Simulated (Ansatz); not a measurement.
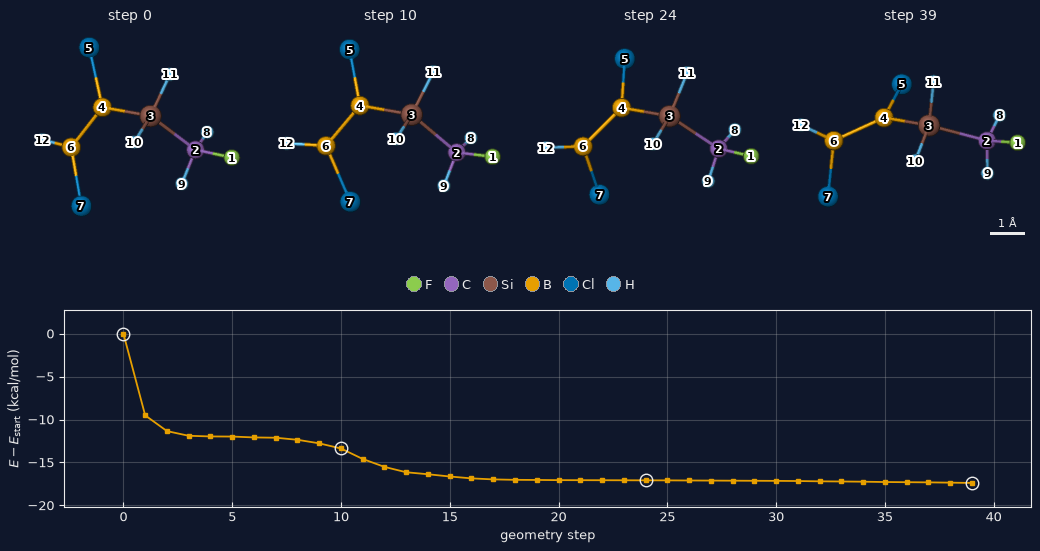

Frames of a relaxation of CH₅B₂Cl₂FSi, marked on the history of the run. Style: ball-and-stick. Shown at a tilt.

The run prepares the start of a later molecular dynamics calculation, from a guessed geometry.

Level of theory: Ansatz, RKS r2SCAN-D4/6-31G. (no spin polarisation; force threshold 0.02 eV/Å; at most 40 steps)

**Describe the path.**

The relaxation stopped without meeting its thresholds, so the last structure isn't shown to be converged. It used up its limit of 40 steps. The energy falls by 17.4 kcal/mol in 39 geometry steps. The largest force component goes from 2.4 to 0.042 eV/Å. The forces were under the threshold at step 22, but the run went on from there. The largest move after the best rigid fit is that of Cl5, 1.94 Å. By element the largest moves are Cl 1.94 Å, H 1.74 Å, B 0.65 Å, F 0.56 Å, C 0.45 Å, Si 0.29 Å. Near-neighbour distances that change, for instance: Si3–B4 1.875 → 2.038 Å, B4–Cl5 1.912 → 1.821 Å, Si3–H11 1.446 → 1.508 Å, C2–Si3 1.883 → 1.940 Å. Among the angles between lasting bonds that change: B4–Si3–H10 108.0° → 112.7°, B4–B6–H12 122.3° → 126.9°, B4–Si3–H11 112.4° → 108.4°. Groups turn about B4–B6 by about 90°, Si3–B4 by about 70°. From step 0 to 10: Cl7 moves most (0.80 Å), energy −13.4 kcal/mol. From step 10 to 24: H12 moves most (0.90 Å), energy −3.71 kcal/mol. From step 24 to 39: Cl atoms move most (0.95 Å), energy −0.30 kcal/mol.

```tsv
step	E − E(0), kcal/mol	largest force component, eV/Å
0	0.00	2.4239
1	-9.52	1.3523
2	-11.35	0.6217
3	-11.90	0.1412
4	-11.97	0.0275
5	-11.99	0.0211
6	-12.09	0.1269
7	-12.12	0.3225
8	-12.36	0.3074
9	-12.78	0.4830
10	-13.38	0.4885
12	-15.52	0.4547
13	-16.14	0.5845
15	-16.64	0.2373
16	-16.86	0.2764
18	-17.03	0.0398
19	-17.04	0.0309
21	-17.07	0.0250
22	-17.07	0.0192
24	-17.09	0.0362
25	-17.09	0.0602
27	-17.11	0.0303
28	-17.13	0.0299
30	-17.15	0.0784
31	-17.17	0.0427
33	-17.22	0.0718
34	-17.24	0.0418
36	-17.30	0.0823
37	-17.32	0.1032
39	-17.39	0.0420
```

Limits of the set-up: the basis has no polarisation functions, which atoms past neon need.
